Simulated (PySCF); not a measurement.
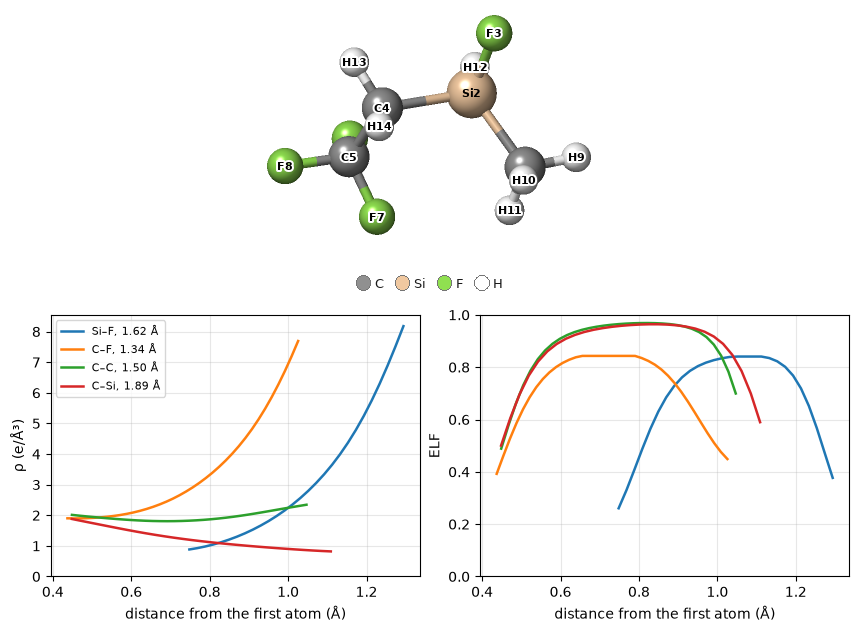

The picture shows: C$_{3}$H$_{6}$F$_{4}$Si. Electron density and electron localisation function along straight lines between neighbouring atoms. The curves leave out the atomic cores. The structure is drawn too.

Geometry: GFN2-xTB.

Theory: PySCF, PBE0/pcSseg-1, SCF density, gas phase, non-relativistic.

```xyz
14

C    -1.7889    0.7196    0.5802
Si   -0.8970   -0.6138   -0.4145
F    -1.5152   -2.0555   -0.0191
C     0.9309   -0.7842    0.1233
C     1.7410    0.3970   -0.3072
F     1.6942    0.6026   -1.6366
F     1.3259    1.5473    0.2564
F     3.0448    0.2854    0.0036
H    -2.8389    0.7680    0.3059
H    -1.7401    0.5117    1.6475
H    -1.3578    1.7025    0.4169
H    -1.0093   -0.5378   -1.8617
H     1.3823   -1.6702   -0.3223
H     1.0275   -0.8730    1.2055
```

### Compare the contacts.

Si–F (1.62 Å): ρ is about 1 e/Å³ halfway; the ELF peaks at about 0.85 in the valence shell of F, 0.6 Å from its nucleus, and is about 0.50 at the midpoint.
C–F (1.34 Å): ρ is about 2.4 e/Å³ halfway, with its minimum of 1.9 e/Å³ about 0.5 Å from C; the ELF peaks at about 0.85 between the atoms (a shared but strongly polarised pair).
C–C (1.50 Å): ρ at the midpoint is about 1.8 e/Å³; the ELF peaks at about 0.95 between the atoms (a shared electron pair).
C–Si (1.89 Å): ρ at the midpoint is about 0.95 e/Å³; the ELF peaks at about 0.95 between the atoms (a covalent bond).
